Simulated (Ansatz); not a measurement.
CH$_{6}$Si···NH$_{3}$

```xyz
12

Si    0.3847    0.0491    0.1555
C     0.4257   -0.0047    2.0435
H    -0.6079    0.0726    2.4349
H     0.8685   -0.9537    2.4064
H     1.0195    0.8362    2.4541
H     1.7746   -0.0541   -0.4148
H    -0.2237    1.3365   -0.3343
H    -0.4265   -1.0944   -0.3963
N    -3.1489    0.3683    1.0351
H    -2.7095   -0.2471    0.3374
H    -2.6223    1.2508    0.9920
H    -2.9281   -0.0460    1.9504
```

These are results of RKS PBE-D4/def2-SVP in Ansatz, not measurements.

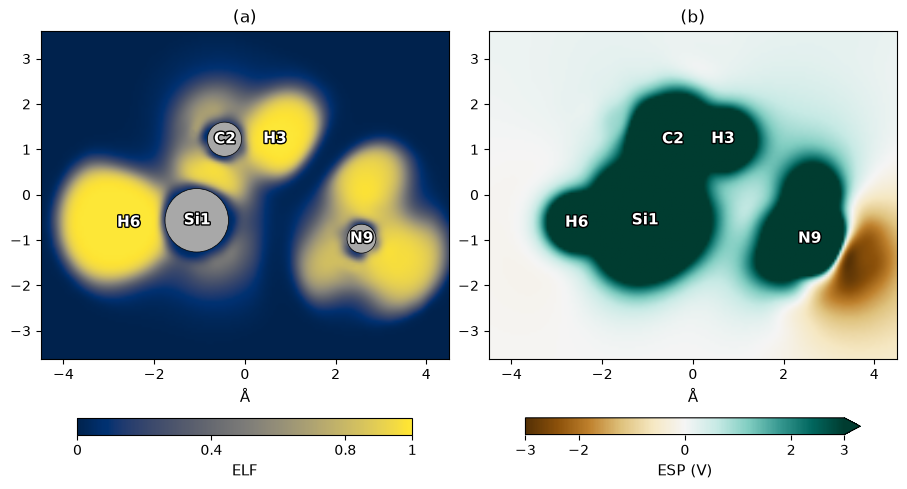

Figure 1. (a) electron localisation function; (b) molecular electrostatic potential on the plane of atoms C2, Si1 and H6. Grey discs cover the atomic cores in the ELF map.

Interpret the plot.

- The section cuts through Si, C, H and N sites.
- C–Si (1.89 Å): the ELF peaks at about 0.95 between the atoms, as expected for a shared electron pair.
- C–H (1.11 Å): the ELF climbs to about 1 towards the hydrogen, as it does in any bond to H; a covalent bond by its length.
- Si–H (1.51 Å): the ELF climbs to about 1 towards the hydrogen.
- The ELF also peaks beside N9, away from the bonds: lone-pair regions.
- Outside the dense part of the complex the potential is most negative (−2.8 V) near N9.

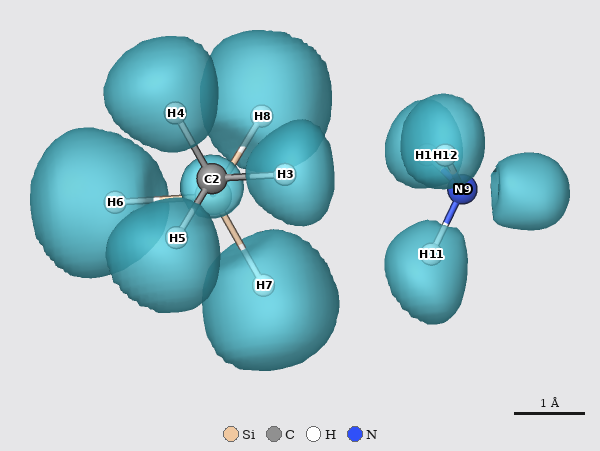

Figure 2. Isosurface of the electron localisation function at 0.9 (cyan), seen from one side. Only the valence region is drawn (cores and ρ < 0.01 e/Å³ removed).

Identify the bonds, lone pairs and shells in this picture.

The surface consists of one region between bonded C–Si atoms (shared pairs), nine regions around hydrogen nuclei and one lobe on N, pointing away from the bonds (lone pairs).


Si1···H10 (3.11 Å): the ELF dips to about 0 between them: a non-bonded, intermolecular contact.

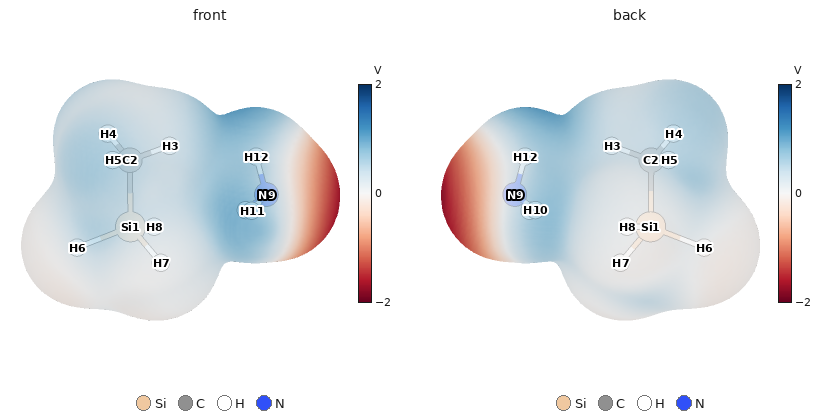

Figure 3. The molecular electrostatic potential painted on the density surface at 0.001 e/bohr³, seen from the front and from behind; red is negative and blue positive.

Where is the surface potential most negative and most positive?

The most negative region (about −1.7 V) lies over N9, the most positive (about +1.0 V) over H12. N9 is the likeliest acceptor of a hydrogen bond.
